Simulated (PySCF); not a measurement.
## A study: C4H5O, doublet, SMILES `[CH]=C(C)C=O`

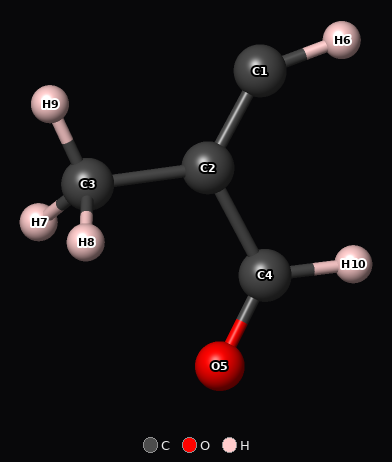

The molecule, with its atoms numbered as below. No frequency check shows the geometry to be a minimum.

Cartesian coordinates (Å):

```
C1      -1.5907    0.9221   -0.0003
C2      -0.5620    0.1247    0.0004
C3      -0.6379   -1.3769    0.0003
C4       0.8400    0.6507    0.0003
O5       1.8118   -0.0507   -0.0002
H6      -1.7707    1.9728   -0.0006
H7      -0.1268   -1.7666   -0.8796
H8      -0.1295   -1.7669    0.8787
H9      -1.6711   -1.7088   -0.0013
H10      0.9078    1.7512    0.0001
```

## 1. Bonding charge

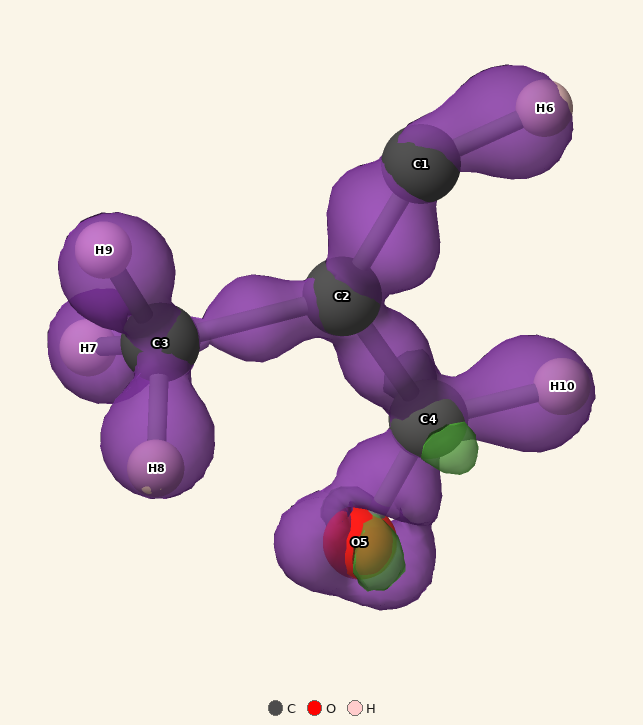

Deformation density (molecule less spherical, spin-averaged free atoms at the same positions), surfaces at ±0.2 e/Å³; purple: gain, green: loss.

Computed with PySCF, CAM-B3LYP/cc-pVDZ, geometry: GFN2-xTB. The stability of the open-shell solution wasn't checked. GFN2-xTB doesn't know the spin state, so this open-shell geometry is rough.

**Describe the bonding that the map shows.**

C4–H10: +0.74 e/Å³ at the bond critical point (bond length 1.10 Å, Mayer order 0.9). C1–H6: +0.73 e/Å³ at the bond critical point (bond length 1.07 Å, Mayer order 1.0). C1–C2: +0.70 e/Å³ at the bond critical point (bond length 1.30 Å, Mayer order 1.9). C3–H9: +0.69 e/Å³ at the bond critical point (bond length 1.08 Å, Mayer order 1.0). C3–H8 and C3–H7: +0.68 e/Å³ at the bond critical point (bond length 1.09 Å, Mayer order 0.9). C4–O5: +0.56 e/Å³ at the bond critical point (bond length 1.20 Å, Mayer order 2.2). C2–C4: +0.50 e/Å³ at the bond critical point (bond length 1.50 Å, Mayer order 1.0). C2–C3: +0.44 e/Å³ at the bond critical point (bond length 1.50 Å, Mayer order 1.1). In all, 2.3 electrons gather in the regions of gain relative to the promolecule.

**Where do the Hirshfeld charges lie?**

The highest Hirshfeld charge is on C4 (+0.13 e), the lowest on O5 (−0.20 e).

```tsv
atom	charge (e)
C1	−0.04
C2	−0.01
C3	−0.11
C4	+0.13
O5	−0.20
H6	+0.07
H7	+0.05
H8	+0.05
H9	+0.04
H10	+0.04
```

## 2. Bond critical points

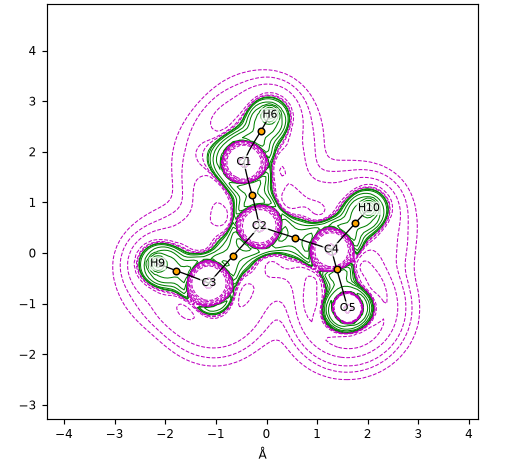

Negative Laplacian of the density (−∇²ρ) in a plane through 8 of the atoms (solid green lines positive, dashed magenta lines negative, contours at ±0.02 to ±8 a.u.), with bond paths and bond critical points (dots).

**Sort the bonds in the plane by the sign of ∇²ρ at their critical points.**

Concentrated (∇²ρ < 0): C1–C2 (−0.95 a.u.); C1–H6 (−1.14 a.u.); C3–H9 (−1.03 a.u.); C4–H10 (−1.04 a.u.); C2–C4 (−0.58 a.u.); C2–C3 (−0.55 a.u.). Depleted (∇²ρ > 0): C4–O5 (+0.80 a.u., H = −0.690). A positive Laplacian with clearly negative H marks a strongly polar covalent bond, whose critical point lies close to the core of the less electronegative atom.

**Where along C4–O5 does the critical point lie?**

0.39 Å from C4 and 0.81 Å from O5.

## 3. Electrostatic potential

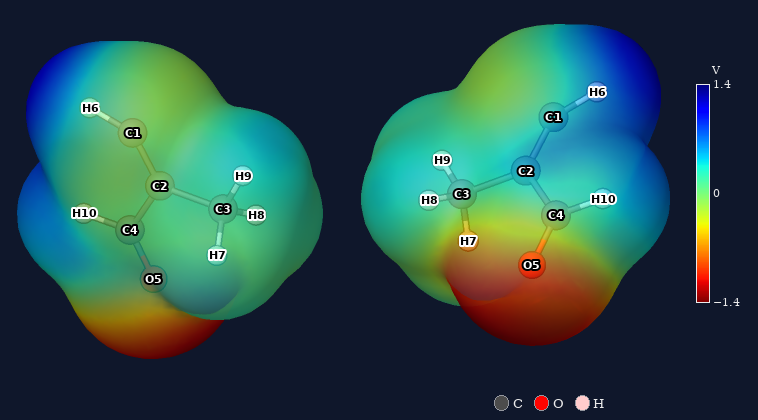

Electrostatic potential on the surface of electron density 0.001 a.u. (back view left, front view right).

**Where are the extremes of the potential on the surface?**

Highest: 1.17 V, 1.3 Å from H6. Further maxima include 0.46 V, 1.4 Å from H9; 0.40 V, 1.3 Å from H7, and at like points elsewhere. Lowest: −1.36 V, 1.7 Å from O5. Further minima include −0.17 V, 2.0 Å from C1, and at like points elsewhere; −0.15 V, 2.0 Å from C1. The surface is sampled at points, so like sites can differ by a few per cent and only the strongest of them is named.

**What volume does the surface enclose, and what is the dipole moment?**

About 101 Å³; the dipole moment is 2.0 D.

## 4. Spin density

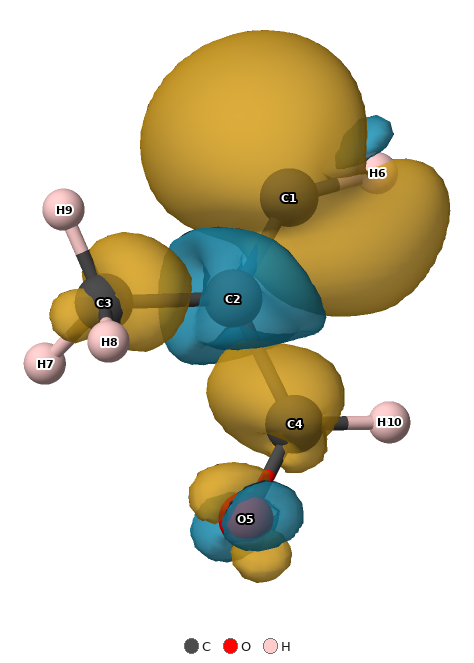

Spin density ρα − ρβ at ±0.01 e/Å³ (yellow: excess α, teal: excess β).

**Give the atomic spin populations that go with this picture.**

Hirshfeld spin populations: C1 +0.83, H6 +0.07 and C4 +0.04. ⟨S²⟩ = 0.76, against 0.75 for a pure state. The picture also shows regions of β spin from spin polarisation; the Hirshfeld sums, whose atoms overlap, net them against the α spin of neighbours.

## 5. In an electric field

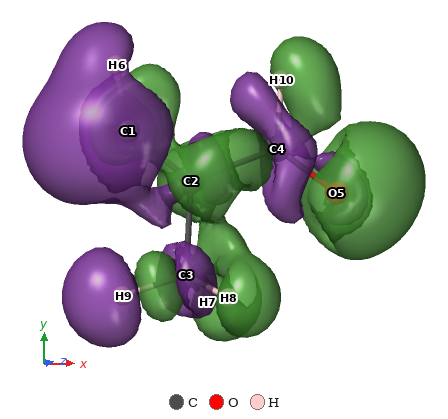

Change of the electron density in a uniform field of 0.51 V/Å, surfaces at ±0.003 e/Å³ (purple: gain, green: loss).

Computed with PySCF, PBE0/def2-SVPD, geometry: GFN2-xTB. The stability of the open-shell solution wasn't checked. GFN2-xTB doesn't know the spin state, so this open-shell geometry is rough.

**Along which Cartesian direction does the field point?**

Along +x: electrons gather on the −x side, against the field.

**How large is the response?**

The induced dipole is 1.69 D (+1.68 D along the field); α along this axis, from the fields in both directions, is 65 bohr³ (9.7 Å³).

**Which atoms gain and lose the most charge?**

Electrons gather most on C1 (Hirshfeld charge changes by −0.048 e) and leave O5 most (+0.046 e); 0.135 electrons are displaced in all.

## 6. Removing or adding an electron

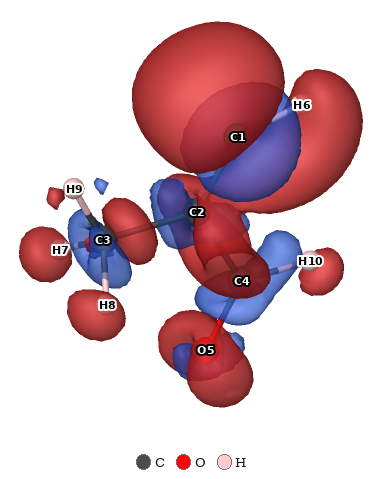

Fukui function f⁺ = ρ(N+1) − ρ(N) at fixed geometry, surfaces at ±0.02 e/Å³ (red positive, blue negative).

Method: B3LYP/def2-SVPD; geometry: GFN2-xTB; program: PySCF. GFN2-xTB doesn't know the spin state, so this open-shell geometry is rough.

**Which atoms respond most to the addition of an electron?**

f⁺ (Hirshfeld-condensed) is largest on C1 (0.37); the vertical electron affinity is 0.96 eV (to the singlet anion, which needn't be its lowest state; the anion's highest orbital has positive energy, so this value and f⁺ depend on the basis). Condensed values hint at sites of nucleophilic attack but needn't mark the atom that reacts. Orbital relaxation makes it negative in places (0.24 e in all).

```json
{"atom": "C1", "f⁺": "+0.37", "charge": "−0.03"}
{"atom": "C2", "f⁺": "+0.08", "charge": "0.00"}
{"atom": "C3", "f⁺": "+0.04", "charge": "−0.10"}
{"atom": "C4", "f⁺": "+0.06", "charge": "+0.14"}
{"atom": "O5", "f⁺": "+0.12", "charge": "−0.23"}
{"atom": "H6", "f⁺": "+0.13", "charge": "+0.06"}
{"atom": "H7", "f⁺": "+0.05", "charge": "+0.05"}
{"atom": "H8", "f⁺": "+0.05", "charge": "+0.05"}
{"atom": "H9", "f⁺": "+0.05", "charge": "+0.04"}
{"atom": "H10", "f⁺": "+0.06", "charge": "+0.04"}
```
